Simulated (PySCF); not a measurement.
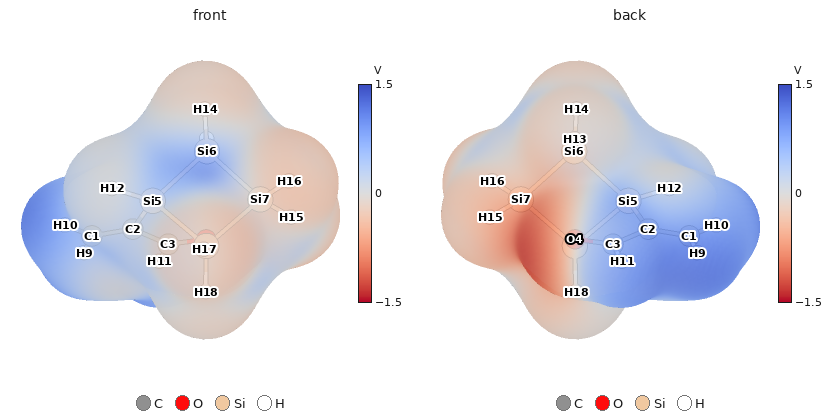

Figure. C₃H₁₀OSi₄ (SMILES C=C(C=O)[SiH]1[SiH2][SiH2][SiH2]1). The electrostatic potential painted on the density surface at 0.001 e/bohr³, seen from the front and from behind; the colour scale runs from red (negative) to blue (positive).

Geometry: GFN2-xTB.

Method: PBE0/pcSseg-1, SCF density, gas phase, non-relativistic in PySCF.

The calculation's input:

```
{"job": {"kind": "nmr", "xc": "PBE0", "basis": "pcSseg-1"}, "charge": 0, "multiplicity": 1}
C     -3.016790     0.270733    -0.441586
C     -1.735588    -0.001747    -0.167927
C     -1.389259    -1.242348     0.491021
O     -0.249626    -1.556843     0.773954
Si    -0.205646     1.051150    -0.528750
Si     1.401905    -0.373853    -1.524363
Si     2.566023    -0.453737     0.523808
Si     1.075638     1.113853     1.461386
H     -3.819656    -0.408227    -0.188722
H     -3.302331     1.186265    -0.931991
H     -2.228990    -1.921438     0.737609
H     -0.791286     2.237434    -1.185137
H      0.884885    -1.614171    -2.118060
H      2.128922     0.236072    -2.653124
H      2.703686    -1.752356     1.185364
H      3.966127     0.011086     0.445042
H      1.645633     2.438233     1.769309
H      0.357593     0.786211     2.700521
```

Command:

```sh
OMP_NUM_THREADS=1 python probes_run.py task.json out
```

**Describe the electrostatic potential map.**

The most negative region (about −1.2 V) lies over O4, the most positive (about +1.2 V) over H9 and H11. O4 is the likeliest acceptor of a hydrogen bond.
